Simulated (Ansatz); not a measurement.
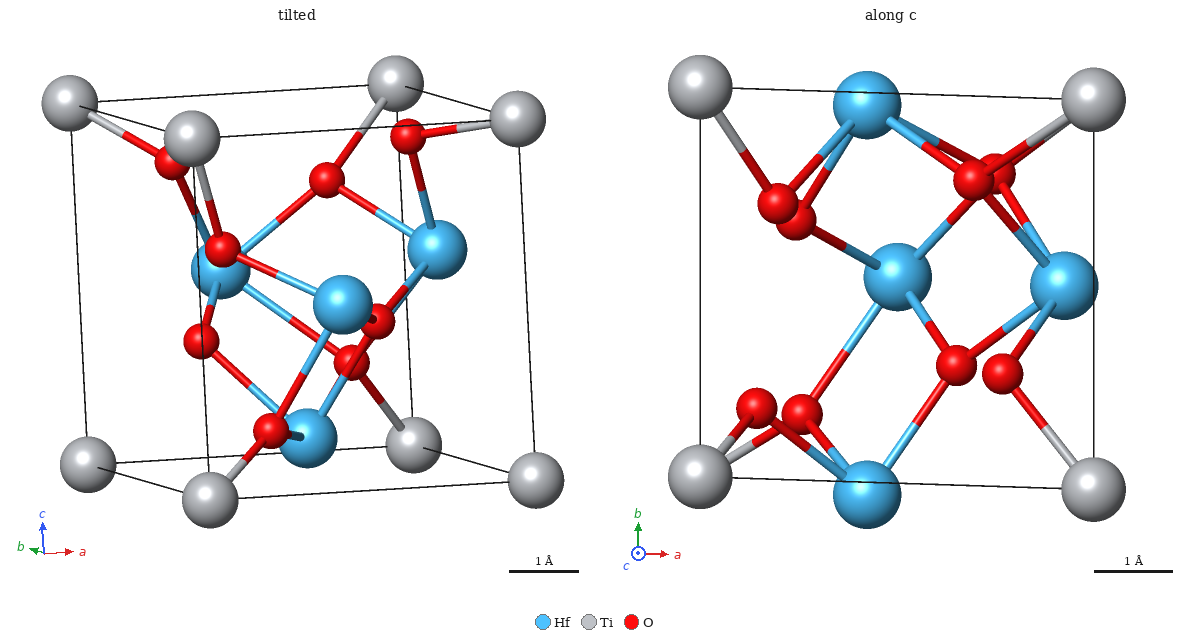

Crystal structure, ball-and-stick style, seen slightly off an axis and along the c axis. Lines trace the edges of the unit cell.

Hf$_{3}$TiO$_{8}$, a = 5.062 Å, b = 5.064 Å, c = 5.317 Å, α = 81.83°, β = 89.02°, γ = 91.70°. Starting structure: a structure type filled with these elements by a generator (whether the compound takes this form wasn't checked). Earlier steps of the study, as a rule a relaxation of our own, may have changed the cell and positions, so they can lie some per cent off the listed ones. Ansatz was used for an electronic-structure calculation on it.

This one geometry was computed with Ansatz (DFT, plane waves, PAW) at five levels of theory: PBE with spin-orbit coupling, r2SCAN, PBE, HSE06 and PBE0. It was relaxed beforehand with r2SCAN.

Q: Which level gives the highest pressure at this volume, and what does that say about its equilibrium volume?

A: Highest: PBE with spin-orbit coupling (5.3 GPa) and PBE (5.5 GPa), which points to the largest equilibrium volume. Lowest, with the smallest volume: HSE06 (-0.6 GPa) and PBE0 (-0.6 GPa). Levels within 0.5 GPa of each other can't be told apart.

Q: How does the band gap change with the level of theory?

A: PBE with spin-orbit coupling: a gap of 3.16 eV, indirect; PBE: a gap of 3.16 eV, indirect; r2SCAN: a gap of 3.55 eV, indirect; HSE06: a gap of 4.82 eV, indirect; PBE0: a gap of 5.58 eV, indirect.

Q: Collect the results in a table.

A:
| level | cutoff (eV) | k-mesh of the run's cell | gap (eV) | pressure (GPa) |
| --- | --- | --- | --- | --- |
| PBE with spin-orbit coupling | 420 | 6×6×6 | 3.16 | 5.3 |
| r2SCAN | 500 | 6×6×6 | 3.55 | 0.0 |
| PBE | 420 | 6×6×6 | 3.16 | 5.5 |
| HSE06 | 420 | 4×4×4 | 4.82 | -0.6 |
| PBE0 | 420 | 4×4×4 | 5.58 | -0.6 |

Gaps are taken on the k-mesh or band path of each run.
